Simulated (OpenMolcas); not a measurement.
## Run report: CF3 (charge +1), single-point calculation (part 1 of 2)

System: CF3, charge +1.
Method: CASSCF/ANO-R1, sfX2C (OpenMolcas 26.06).

The geometry comes from this level: PBE0-D4/def2-TZVP.

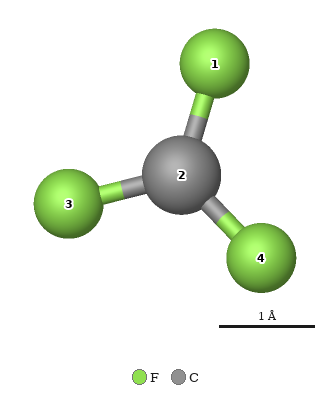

The structure (ball-and-stick view, seen on its broad side; atoms are numbered from 1 in the order of the input). Bond lengths as drawn: C–F 1.23 Å.

**Results in brief**

| quantity | value |
| --- | --- |
| outcome | converged |
| total energy | −336.234563 hartree |
| CASSCF energy | −336.234563 hartree |
| hardware | 1 thread of Arm Neoverse V1, 24 GiB of memory available, shared host |
| wall time | 6.9 s |
| peak memory | 0.39 GiB |

**The input**
```
>>> EXPORT MOLCAS_PRINT=2

&GATEWAY
  COORD=input.xyz
  BASIS=ANO-R0
  GROUP=NoSym

&SEWARD

&RASSCF
  FILEORB=$CurrDir/step1.LocOrb
  ALTER=2
  1 8 16
  1 17 19
  SPIN=1
  NACTEL=2 0 0
  INACTIVE=15
  RAS2=2
  ORBLISTING=Nothing
>>> COPY $Project.RunFile RUNFIL1
>>> COPY $Project.RasOrb INPORB

&GATEWAY
  COORD=input.xyz
  BASIS=ANO-R1
  GROUP=NoSym

&SEWARD
>>> COPY $Project.RunFile RUNFIL2

&EXPBAS

&RASSCF
  FILEORB=$Project.ExpOrb
  SPIN=1
  NACTEL=2 0 0
  INACTIVE=15
  RAS2=2
  ORBLISTING=Nothing
  ORBAPPEAR=Compact
```

**File input.xyz**
```
4

F      0.698600    -0.114600     1.005400
C      0.000000     0.000000     0.000000
F     -0.609500    -0.973400    -0.439400
F     -0.089000     1.088000    -0.566000
```

Run as:
```bash
export MOLCAS_MEM=1860
pymolcas step2.input > step2.log
```

**Output**
```
--- Start Module: gateway ---

                                              &GATEWAY

                       available to each process: 1.9 GB of memory, 1 thread

++    Symmetry information:
      ---------------------

                    Character Table for C1

                             E
                    a        1  x, y, xy, Rz, z, xz, Ry, yz, Rx, I
--

++    Basis set information:
      ----------------------

      Basis set label: F.ANO-R...2S1P.

      Electronic valence basis set:
      ------------------
      Associated Effective Charge   9.000000 au
      Associated Actual Charge      9.000000 au
      Nuclear Model: Finite nucleus - Gaussian distribution
        Gaussian exponent, Xi/bohr**(-2):  5.35469E+08

      Shell  nPrim  nBasis  Cartesian Spherical Contaminant
         s      13       2        X
         p       8       1        X

      Basis set label: C.ANO-R...2S1P.

      Electronic valence basis set:
      ------------------
      Associated Effective Charge   6.000000 au
      Associated Actual Charge      6.000000 au
      Nuclear Model: Finite nucleus - Gaussian distribution
        Gaussian exponent, Xi/bohr**(-2):  6.80775E+08

      Shell  nPrim  nBasis  Cartesian Spherical Contaminant
         s      12       2        X
         p       7       1        X

      Basis set label: F.ANO-R...2S1P.

      Electronic valence basis set:
      ------------------
      Associated Effective Charge   9.000000 au
      Associated Actual Charge      9.000000 au
      Nuclear Model: Finite nucleus - Gaussian distribution
        Gaussian exponent, Xi/bohr**(-2):  5.35469E+08

      Shell  nPrim  nBasis  Cartesian Spherical Contaminant
         s      13       2        X
         p       8       1        X
--

++    Molecular structure info:
      -------------------------

                    ************************************************
                    **** Cartesian Coordinates / bohr, angstrom ****
                    ************************************************

     Center  Label                x              y              z                     x              y              z
        1      F1               1.320163      -0.216563       1.899931              0.698600      -0.114600       1.005400
        2      C2               0.000000       0.000000       0.000000              0.000000       0.000000       0.000000
        3      F3              -1.151788      -1.839459      -0.830346             -0.609500      -0.973400      -0.439400
        4      F4              -0.168186       2.056022      -1.069585             -0.089000       1.088000      -0.566000

                    ***************************************
                    *    InterNuclear Distances / bohr    *
                    ***************************************

               1 F1            2 C2            3 F3            4 F4
    1 F1       0.000000
    2 C2       2.323675        0.000000
    3 F3       4.024766        2.323726        0.000000
    4 F4       4.024655        2.323688        4.024858        0.000000

                    *******************************************
                    *    InterNuclear Distances / angstrom    *
                    *******************************************

               1 F1            2 C2            3 F3            4 F4
    1 F1       0.000000
    2 C2       1.229636        0.000000
    3 F3       2.129815        1.229663        0.000000
    4 F4       2.129755        1.229643        2.129863        0.000000

                    **************************************
                    *    Valence Bond Angles / degree    *
                    **************************************
                          Atom centers                 Phi
                      1 F1       2 C2       3 F3       120.00
                      1 F1       2 C2       4 F4       120.00
                      3 F3       2 C2       4 F4       120.00
--

            Nuclear Potential Energy            130.09279199 au

--- Stop Module: gateway /rc=_RC_ALL_IS_WELL_ ---

--- Start Module: seward ---

                                              &SEWARD

                       available to each process: 1.9 GB of memory, 1 thread

               SEWARD will generate:
                  Multipole Moment integrals up to order  2
                  Kinetic Energy integrals
                  Nuclear Attraction integrals (finite nuclei - Gaussian type)
                  One-Electron Hamiltonian integrals
                  Velocity integrals
                  Relativistic X2C integrals
                  Orbital angular momentum around (  0.0001   0.0000   0.0000 )
                  Velocity quadrupole around (  0.0001   0.0000   0.0000 )
                  Atomic mean-field integrals
                  Two-Electron Repulsion integrals

                   Integrals are discarded if absolute value <: 1.00E-14
                   Integral cutoff threshold is set to       <: 1.00E-16

            Nuclear Potential Energy            130.09279199 au

      Basis set specifications :
      Symmetry species         a
      Basis functions           20

--- Stop Module: seward /rc=_RC_ALL_IS_WELL_ ---
--- Module seward spent 1 second ---

--- Start Module: rasscf ---

                                              &RASSCF

                       available to each process: 1.9 GB of memory, 1 thread

      Header of the ONEINT file:
      --------------------------

      OrdInt status: non-squared

      Cartesian coordinates in angstrom:
      -----------------------------------------------------
      No.  Label        X            Y            Z
      -----------------------------------------------------
       1   F1         0.69860000  -0.11460000   1.00540000
       2   C2         0.00000000   0.00000000   0.00000000
       3   F3        -0.60950000  -0.97340000  -0.43940000
       4   F4        -0.08900000   1.08800000  -0.56600000
      -----------------------------------------------------
      Nuclear repulsion energy =  130.09279199

++    Wave function specifications:
      -----------------------------

      Number of closed shell electrons          30
      Number of electrons in active shells       2
      Max number of holes in RAS1 space          0
      Max nr of electrons in RAS3 space          0
      Number of inactive orbitals               15
      Number of active orbitals                  2
      Number of secondary orbitals               3
      Spin quantum number                      0.0
      State symmetry                             1
--

++    Orbital specifications:
      -----------------------

      Symmetry species                           1
                                                 a
      Frozen orbitals                            0
      Inactive orbitals                         15
      Active orbitals                            2
      RAS1 orbitals                              0
      RAS2 orbitals                              2
      RAS3 orbitals                              0
      Secondary orbitals                         3
      Deleted orbitals                           0
      Number of basis functions                 20
--

++    CI expansion specifications:
      ----------------------------

      Number of CSFs                             3
      Number of spin combinations                3
      Number of determinants                     4
      Number of root(s) required                 1
      Root chosen for geometry opt.              1
      CI root used                               1

      highest root included in the CI            1
      max. size of the explicit Hamiltonian      3
--

++    Optimization specifications:
      ----------------------------

      RASSCF algorithm: Conventional
      Maximum number of macro iterations       200
      Maximum number of SX iterations          100
      Threshold for RASSCF energy            1.000E-08
      Threshold for max MO rotation          1.000E-01
      Threshold for max BLB element          1.000E-04
      Level shift parameter                  5.000E-01
      Make Quasi-Newton update
--

      The MO-coefficients are taken from the file:
      step1.LocOrb
      Title:Localised orbitals

      Total molecular charge    1.00

      Molecular orbitals exchanged:
        In symmetry  1 :   8  16
        In symmetry  1 :  17  19

      ************************************************************************************************************************
      *                                            Wave function control section                                             *
      ************************************************************************************************************************

                                         RASSCF iterations: Energy and convergence statistics
                                         ----------------------------------------------------

          iter iter root      energy       change     param      element    value   shift minimum  type update hh:mm:ss
 Nr of preliminary CI iterations:   1
        1   1    8    1  -335.74140357    0.00E+00   9.49E-02    7  16 1 -3.63E-03*  0.00   0.00    SX    NO    0:00:00
        2   1    8    1  -335.74375644   -2.35E-03*  4.61E-02    7  17 1 -3.00E-03*  0.00   0.00    SX    NO    0:00:00
        3   1    7    1  -335.74414765   -3.91E-04*  2.23E-02    7  17 1 -2.61E-03*  0.00   0.00    SX    NO    0:00:00
        4   1    7    1  -335.74423376   -8.61E-05*  1.10E-02    7  17 1 -1.78E-03*  0.00   0.00    SX    NO    0:00:00
        5   1    7    1  -335.74425382   -2.01E-05*  9.13E-03    7  17 1 -1.01E-03*  0.00   1.85    LS   YES    0:00:00
        6   1    6    1  -335.74426004   -6.22E-06*  1.64E-03    7  17 1 -3.72E-04*  0.00   1.13    QN   YES    0:00:00
        7   1    6    1  -335.74426034   -3.06E-07*  5.47E-04    8  19 1  1.44E-04*  0.00   1.20    QN   YES    0:00:00
        8   1    5    1  -335.74426042   -7.98E-08* -1.37E-04   14  17 1 -3.09E-05   0.00   1.03    QN   YES    0:00:00
        9   1    5    1  -335.74426043   -6.59E-09  -2.79E-04    8  19 1  4.99E-05   0.00   1.33    QN   YES    0:00:00
      Convergence after  9 iterations
       10   1    5    1  -335.74426043    4.74E-09  -2.79E-04    8  19 1 -6.11E-05   0.00   1.33    QN   YES    0:00:00

      ************************************************************************************************************************
                                                      Wave function printout:
                       occupation of active orbitals, and spin coupling of open shells (u,d: Spin up or down)
      ************************************************************************************************************************

      Note: transformation to natural orbitals
      has been made, which may change the order of the CSFs.

      printout of CI-coefficients larger than  0.05 for root  1
      energy=    -335.744260
      conf/sym  11     Coeff  Weight
             1  20   0.99608 0.99218
             3  02  -0.08845 0.00782

      Natural orbitals and occupation numbers for root  1
      sym 1:   1.984353   0.015647

      ************************************************************************************************************************
      *                                                    Final results                                                     *
      ************************************************************************************************************************

++    Final optimization conditions:
      ------------------------------

      Average CI energy                            -335.74426043
      RASSCF energy for state  1                   -335.74426043
      Super-CI energy                                -0.00000000
      RASSCF energy change                            0.00000000
      Max change in MO coefficients               2.540E-04
      Max non-diagonal density matrix element    -2.789E-04
      Maximum BLB matrix element                 -6.112E-05
      (orbital pair   8,  19 in symmetry   1)
      Norm of electronic gradient            7.152E-05
--

      Final state energy(ies):
      ------------------------

::    RASSCF root number  1 Total energy:   -335.74426043
      Von Neumann Entropy (Root   1) =  0.06599

      Mulliken population analysis for root number:  1
      -----------------------------------------------

++    Molecular charges:
      ------------------

      Mulliken charges per centre
      ---------------------------

                F1      C2      F3      F4
      Total    8.9680  5.0811  8.9755  8.9755

      N-E      0.0320  0.9189  0.0245  0.0245

      Total electronic charge=   32.000000

      Total            charge=    1.000000
--

      Expectation values of various properties for root number:  1
      -----------------------------------------------------------

++    Molecular properties:
      ---------------------

      Charge (e):
                      =    1.0000
      Dipole Moment (debye):
      Origin of the operator (angstrom)=    0.0000    0.0000    0.0000
                   X=  1.3087E-02               Y= -2.1645E-03               Z=  1.9005E-02           Total=  2.3177E-02
      Center of Charge (angstrom)
                     X=    0.00275215               Y=   -0.00045063               Z=    0.00395681
      Quadrupole Moment (debye*angstrom):
      Origin of the operator (angstrom)=    0.0000    0.0000    0.0000
                  XX= -1.6825E+01              XY= -8.2826E-02              XZ= -1.7572E-01              YY= -1.7087E+01
                  YZ=  5.5116E-02              ZZ= -1.6936E+01
      In traceless form (debye*angstrom)
                  XX=  1.8602E-01              XY= -1.2424E-01              XZ= -2.6357E-01              YY= -2.0561E-01
                  YZ=  8.2675E-02              ZZ=  1.9581E-02
--

      LoProp population analysis for root number:  1
      -----------------------------------------------

++    LoProp analysis:
      ----------------

++    Static properties:
      ------------------

      LoProp Charges per center

                   F1       C2       F3       F4
      Nuclear      9.0000   6.0000   9.0000   9.0000
      Electronic  -8.8965  -5.2990  -8.9023  -8.9023

      Total        0.1035   0.7010   0.0977   0.0977
--
```
